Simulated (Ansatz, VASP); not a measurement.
# Sn2TeS: VASP beside Ansatz, part 2 of 2

One calculation is typed for both programs; each brings its own data sets and cutoff. How far apart do they land? The cell is invented: As first built, before any earlier steps moved the atoms: it takes the SnS structure with some of its atoms replaced by other elements, volume scaled by an estimate. It may not be a known or stable phase. The cell comes out of the VASP series on this material, whose earlier steps may have relaxed, scaled or displaced it; both programs get it as it stands.

VASP 6.6.1 and Ansatz 0.2.0.

So far. Step 2 (Ansatz: single point, PBEsol with D3(BJ)): The run ends at a pressure of -0.02 GPa. Step 3 (VASP: single point, PBEsol with D3(BJ)): The run ends at a pressure of -0.01 GPa.

## 5. VASP: band structure, PBEsol with D3(BJ), spin-orbit coupling

Level of this step: PBEsol with D3(BJ), spin-orbit coupling; plane waves and PAW (Te, Sn_d, S); invented cell (VASP).

Levels along a path test the potential and the projectors away from the mesh points.

The input, INCAR:

```
SYSTEM = Sn2TeS
PREC = Accurate
ENCUT = 400
EDIFF = 1E-06
NELM = 100
ISMEAR = 0
SIGMA = 0.05
LREAL = .FALSE.
ALGO = Normal
GGA = PS
IVDW = 12
LNONCOLLINEAR = .TRUE.
MAGMOM = 0 0 0 0 0 0 0 0 0 0 0 0
NBANDS = 52
GGA_COMPAT = .FALSE.
LASPH = .TRUE.
LSORBIT = .TRUE.
LORBIT = 11
LWAVE = .FALSE.
LCHARG = .FALSE.
KPAR = 2
```

The input, POSCAR:

```
Sn2TeS
1.0
    4.2211749133      0.0000000000      0.0000000000
    0.0000000000      4.2211749133      0.0000000000
    0.0000000000      0.0000000000      5.9736767881
Te Sn S
1 2 1
Direct
    0.5000000000      0.5000000000      0.5000000000
    0.5000000000      0.5000000000      0.0000000000
    0.0000000000      0.0000000000      0.5000000000
    0.0000000000      0.0000000000      0.0000000000
```

The input, KPOINTS:

```
Automatic mesh
0
Gamma
4 4 3
0 0 0
```

The input, KPOINTS_OPT:

```
Line mode
16
Line-mode
Reciprocal
  0.00000000   0.00000000   0.00000000 GAMMA
  0.00000000   0.50000000   0.00000000 X

  0.00000000   0.50000000   0.00000000 X
  0.50000000   0.50000000   0.00000000 M

  0.50000000   0.50000000   0.00000000 M
  0.00000000   0.00000000   0.00000000 GAMMA

  0.00000000   0.00000000   0.00000000 GAMMA
  0.00000000   0.00000000   0.50000000 Z

  0.00000000   0.00000000   0.50000000 Z
  0.00000000   0.50000000   0.50000000 R

  0.00000000   0.50000000   0.50000000 R
  0.50000000   0.50000000   0.50000000 A

  0.50000000   0.50000000   0.50000000 A
  0.00000000   0.00000000   0.50000000 Z

  0.00000000   0.50000000   0.00000000 X
  0.00000000   0.50000000   0.50000000 R

  0.50000000   0.50000000   0.00000000 M
  0.50000000   0.50000000   0.50000000 A
```

The projector-augmented-wave data sets are Te, Sn_d and S (PBE family, release 64).

On the command line:

```bash
mpirun -np 2 vasp_ncl
```

Numbers of over 12 decimals in the logs are rounded to 6 here.

The program printed:

```text
[banner, memory and clock lines left out]
running    2 mpi-ranks, on    1 nodes
[...]
[... a notice as in an earlier step ...]

 LDA part: xc-table for (Slater+PW92), standard interpolation
 POSCAR, INCAR and KPOINTS ok, starting setup
[...]
entering main loop
       N       E                     dE             d eps       ncg     rms          rms(c)
DAV:   1     0.379040942591E+03    0.37904E+03   -0.15604E+04  1296   0.168E+03
DAV:   2     0.469655064314E+02   -0.33208E+03   -0.31896E+03  1248   0.483E+02
DAV:   3    -0.135657062028E+02   -0.60531E+02   -0.57562E+02  1476   0.179E+02
DAV:   4    -0.179123381990E+02   -0.43466E+01   -0.42272E+01  1488   0.492E+01
[...]
DAV:  11    -0.177181113881E+02   -0.26556E-04   -0.34890E-04  1456   0.138E-01    0.571E-02
DAV:  12    -0.177181136728E+02   -0.22846E-05   -0.45738E-05  1392   0.432E-02    0.379E-02
DAV:  13    -0.177181135651E+02    0.10763E-06   -0.56602E-06  1376   0.137E-02
   1 F= -.19168748E+02 E0= -.19168674E+02  d E =-.146223E-03  mag=     0.0000    -0.0000    -0.0000
 Start KPOINTS_OPT (optional k-point list driver)
k-point batch [1-12\144]
       N       E                     dE             ncg
DAV:   1     0.173745981121E+04   -0.51628E+03     1368
DAV:   2    -0.230317027119E+04   -0.40406E+04     1248
DAV:   3    -0.307761074458E+04   -0.77444E+03     1492
DAV:   4    -0.312576064088E+04   -0.48150E+02     1512
DAV:   5    -0.312738135216E+04   -0.16207E+01     1732
DAV:   6    -0.312742939382E+04   -0.48042E-01     1800
DAV:   7    -0.312743056278E+04   -0.11690E-02     1884
DAV:   8    -0.312743058012E+04   -0.17337E-04     1808
DAV:   9    -0.312743058050E+04   -0.38311E-06     1012
[...]
k-point batch [133-144\144]
       N       E                     dE             ncg
DAV:   1     0.156938289245E+04   -0.12490E+05     1284
DAV:   2    -0.252320571086E+04   -0.40926E+04     1256
DAV:   3    -0.321762168163E+04   -0.69442E+03     1464
DAV:   4    -0.326229018006E+04   -0.44668E+02     1488
DAV:   5    -0.326389408600E+04   -0.16039E+01     1688
DAV:   6    -0.326394034969E+04   -0.46264E-01     1656
DAV:   7    -0.326394148835E+04   -0.11387E-02     1860
DAV:   8    -0.326394150459E+04   -0.16236E-04     1640
DAV:   9    -0.326394150494E+04   -0.35210E-06      988
```

From OUTCAR (step 5):

```text
 Edisp (eV)   -1.45063

  Total       0.21877     0.21877    -1.04902     0.00000     0.00000     0.00000
  in kB       3.29301     3.29301   -15.79015     0.00000     0.00000     0.00000
  external pressure =       -3.07 kB  Pullay stress =        0.00 kB

 POSITION                                       TOTAL-FORCE (eV/Angst)
 -----------------------------------------------------------------------------------
      2.11059      2.11059      2.98684         0.000000      0.000000      0.000000
      2.11059      2.11059      0.00000         0.000000      0.000000      0.000000
      0.00000      0.00000      2.98684         0.000000      0.000000      0.000000
      0.00000      0.00000      0.00000         0.000000      0.000000      0.000000
 -----------------------------------------------------------------------------------
    total drift:                                0.000000      0.000000     -0.000000

  FREE ENERGIE OF THE ION-ELECTRON SYSTEM (eV)
  ---------------------------------------------------
  free  energy   TOTEN  =       -19.1687475131 eV

  energy  without entropy=      -19.1686012896  energy(sigma->0) =      -19.16867440

 magnetization (x)
# of ion       s       p       d       tot
------------------------------------------
    1        0.000   0.000  -0.000  -0.000
    2        0.000   0.000  -0.000  -0.000
    3       -0.000   0.000   0.000  -0.000
    4        0.000   0.000   0.000   0.000
--------------------------------------------------
tot         -0.000   0.000  -0.000  -0.000

 magnetization (y)
# of ion       s       p       d       tot
------------------------------------------
    1        0.000   0.000   0.000   0.000
    2        0.000  -0.000   0.000  -0.000
    3        0.000   0.000   0.000   0.000
    4        0.000   0.000   0.000   0.000
--------------------------------------------------
tot          0.000  -0.000   0.000   0.000

 magnetization (z)
# of ion       s       p       d       tot
------------------------------------------
    1        0.000   0.000  -0.000  -0.000
    2        0.000   0.000  -0.000  -0.000
    3       -0.000   0.000   0.000  -0.000
    4        0.000   0.000   0.000   0.000
--------------------------------------------------
tot         -0.000   0.000  -0.000  -0.000

[... 1 part as in an earlier step ...]

[... 2 further parts left out ...]
[key lines of the parts left out:]
E-fermi :   7.1803
```

The run ends at a pressure of -0.31 GPa.

## 6. Ansatz: band structure, PBEsol with D3(BJ), spin-orbit coupling

The same cell, functional, mesh and smearing now go to Ansatz, which takes its cutoff from its data sets.

The cell comes out of the VASP series on this material, whose earlier steps may have relaxed, scaled or displaced it; both programs get it as it stands.

The input, input.yaml:

```yaml
crystal:
  lattice:
    - [4.2211749133, 0.0, 0.0]
    - [0.0, 4.2211749133, 0.0]
    - [0.0, 0.0, 5.9736767881]
  atoms:
    - { symbol: Te, position: [0.5, 0.5, 0.5] }
    - { symbol: Sn, position: [0.5, 0.5, 0.0] }
    - { symbol: Sn, position: [0.0, 0.0, 0.5] }
    - { symbol: S, position: [0.0, 0.0, 0.0] }
hamiltonian:
  xc: pbesol
  pseudopotentials: { kind: paw_fr }
  dispersion: d3bj
magnetization:
  noncollinear: true
  spin_orbit: true
kpoints:
  mp_grid: { grid: [4, 4, 3] }
  band_path:
    path:
      - [0.0, 0.0, 0.0]
      - [0.0, 0.13333, 0.0]
      - [0.0, 0.3, 0.0]
      - [0.0, 0.46667, 0.0]
      - [0.1, 0.5, 0.0]
      - [0.26667, 0.5, 0.0]
      - [0.43333, 0.5, 0.0]
      - [0.43333, 0.43333, 0.0]
      - [0.26667, 0.26667, 0.0]
      - [0.1, 0.1, 0.0]
      - [0.0, 0.0, 0.03333]
      - [0.0, 0.0, 0.2]
      - [0.0, 0.0, 0.36667]
      - [0.0, 0.0, 0.5]
      - [0.0, 0.16667, 0.5]
      - [0.0, 0.3, 0.5]
      - [0.0, 0.46667, 0.5]
      - [0.1, 0.5, 0.5]
      - [0.26667, 0.5, 0.5]
      - [0.43333, 0.5, 0.5]
      - [0.43333, 0.43333, 0.5]
      - [0.26667, 0.26667, 0.5]
      - [0.1, 0.1, 0.5]
      - [0.0, 0.5, 0.03333]
      - [0.0, 0.5, 0.2]
      - [0.0, 0.5, 0.36667]
      - [0.5, 0.5, 0.0]
      - [0.5, 0.5, 0.16667]
      - [0.5, 0.5, 0.33333]
      - [0.5, 0.5, 0.5]
    npoints: 1
scf:
  occupations: { method: gaussian, width: 0.05 }
  n_extra_bands: 16
output:
  forces: true
  stress: true
  eigenvalues: true
```

On the command line:

```bash
ansatz run input.yaml --threads 2 --pin off --max-ram 4608MiB --backend cpu --events-out ev --progress --plain --runs-dir out
```

The program printed:

```text
[...]
non-collinear run that drives no moment, with spin-orbit: no starting moment large enough to seed its density (crystal.atoms[].spin), no starting occupations that ask for one, no magnetisation constraint and no magnetic field, so the semilocal B_xc is pinned to zero
Crystal: 4 atoms, lattice volume = 106.441 Å³
[...]
k-point 1: bands = [... 46 lower, 6.9640, 6.9640, 8.8394, 8.8394, 11.0293, 11.0293, 12.2879, 12.2879, ... 12 higher]
  k-point 2: bands = [... 46 lower, 7.6132, 7.6132, 8.8221, 8.8221, 11.4254, 11.4254, 11.8579, 11.8579, ... 12 higher]
  k-point 11: bands = [... 46 lower, 7.5066, 7.5066, 8.0716, 8.0716, 11.7122, 11.7122, 12.6319, 12.6319, ... 12 higher]
[key lines of the parts left out:]
SCF converged after 8 iterations
Magnetization: |M| = 0.0000 μB,  M = (+0.0000, +0.0000, +0.0000) μB
Free energy (F): -19695.365006 eV
Fermi energy:    9.718006 eV
P = ⅓ Tr σ = -0.3734 GPa (-3.734 kbar)
```

Wall time 47 s (2 threads of Arm Neoverse N1, shared host); peak memory 0.68 GiB; 92 s of CPU time.

## 7. Differences

What differs besides the data sets and the points named for the pairs above, as far as they apply: spin-orbit coupling enters by fully relativistic files in Ansatz and inside the spheres in VASP; the data sets hold 50 valence electrons in Ansatz (fully relativistic PAW (standard-fr) files) and 40 in VASP. Total energies have different zeros and are not compared.

The two programs side by side:

```
      quantity  Ansatz   VASP  difference
pressure (GPa)   -0.37  -0.31       -0.07
```

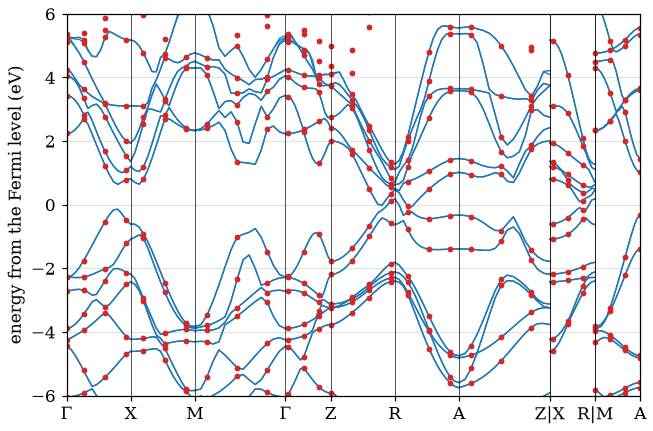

Bands from VASP (lines) and levels from Ansatz (dots). Dots without a line are higher empty bands that the VASP plot leaves out.

Levels from 3 eV below to 2 eV above the Fermi level differ by 5 meV r.m.s. and 15 meV at most; each VASP level is matched to the nearest of Ansatz, which flatters the figure a little. Ansatz's pressure holds a Pulay correction of 0.03 GPa; VASP's holds none.

## 8. Outcome

```json
{
  "difference in gap on the k mesh (single point, PBEsol with D3(BJ))": "0.0042 eV",
  "r.m.s. difference of levels near the Fermi level (band structure, PBEsol with D3(BJ), spin-orbit coupling)": "4.6 meV"
}
```

**Reading.** The r.m.s. difference of levels near the Fermi level is 4.6 meV (band structure, PBEsol with D3(BJ), spin-orbit coupling), within the 80 meV picked in this series as the mark of a large difference. Differences of this kind measure data sets and numerical settings, not the functional's error against experiment.

[Lines on the potential files, build, host, timing and source positions are cut from VASP's logs without a mark.]

[Logs are printed without paths, hosts, clocks, repeated set-up lines and the standing remarks that a program may print on its own settings, such as how far it seeks lower states.]

[Hosts, paths, dates, database ids (printed as entryN), source tags and the programs' standing remarks are cut or masked in the printed files.]
